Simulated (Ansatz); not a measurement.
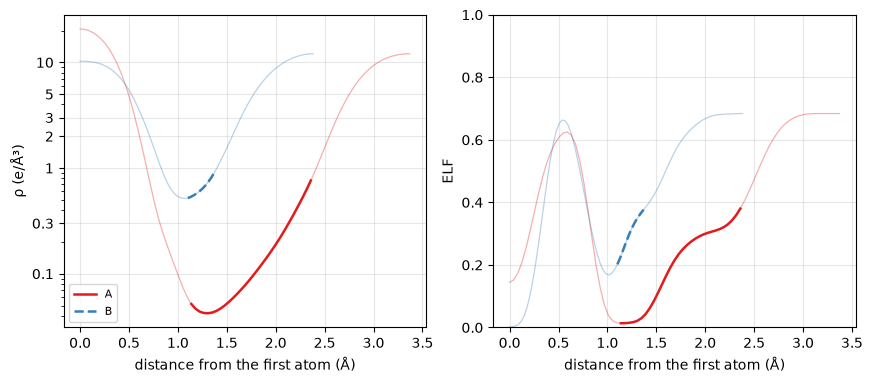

The picture shows: NaTiPt3. Valence charge density (pseudo) and electron localisation function along straight lines between neighbouring atoms. Thin, pale parts lie inside the atomic spheres.

Space group Pm-3m; a structure generated by program, which may or may not match a known phase; computed without spin polarisation.

These are results of Ansatz 0.2.0, DFT PBE, scalar-relativistic, plane waves, PAW, not measurements.

The density is the valence pseudo-density of a PAW calculation; it isn't the true density close to the nuclei.

```xyz
5
Lattice="4.7663 0.0000 0.0000 0.0000 4.7663 0.0000 0.0000 0.0000 4.7663" Properties=species:S:1:pos:R:3 pbc="T T T"
Na    0.0000    0.0000    0.0000
Ti    2.3831    2.3831    2.3831
Pt    0.0000    2.3831    2.3831
Pt    2.3831    0.0000    2.3831
Pt    2.3831    2.3831    0.0000
```

Which curve belongs to which contact (Na–Pt and Ti–Pt)? The first atom named is at distance zero.

Curve A: Na–Pt (3.37 Å): ρ at the midpoint is about 0.08 e/Å³, with its minimum of 0.04 e/Å³ about 1.3 Å from Na; the ELF is about 0.20 at the midpoint (no shared electron pair shows on this line). Curve B: Ti–Pt (2.38 Å): ρ is about 0.58 e/Å³ halfway; the ELF is about 0.25 at the midpoint (no localised pair shows between them).
